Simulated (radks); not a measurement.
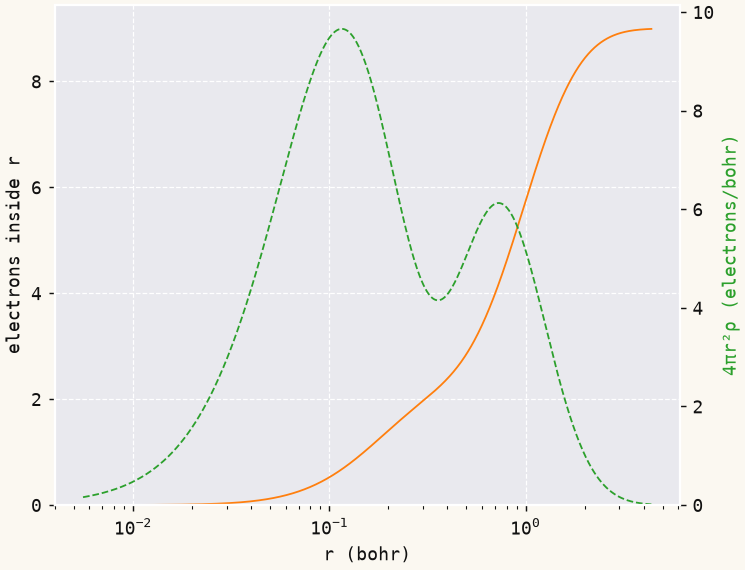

System: atomic fluorine (F), configuration [He] 2s2 2p5 (2p1/2: 2, 2p3/2: 3). The calculation used the in-house radial solver radks at this level: Dirac Kohn-Sham, exchange-only LDA, spin-unpolarised, spherical densities, finite nucleus.

```
Z 9
configuration [He] 2s2 2p5
relativity Dirac
functional lda,
spin unpolarised
j_filling energy
nucleus finite rms 2.8976 fm
c 137.035999084
```

The plot shows the number of electrons inside radius r (solid) and the radial density 4πr²ρ (dashed).

Describe it and give its main numbers.

Answer. The count levels off at 9 electrons. Half of them lie within 0.782 bohr, 90 % within 1.74 bohr and 99 % within 3.02 bohr. The radial density has a minimum at 0.357 bohr, where the count stands at 2.2; this parts the shells that the density resolves.
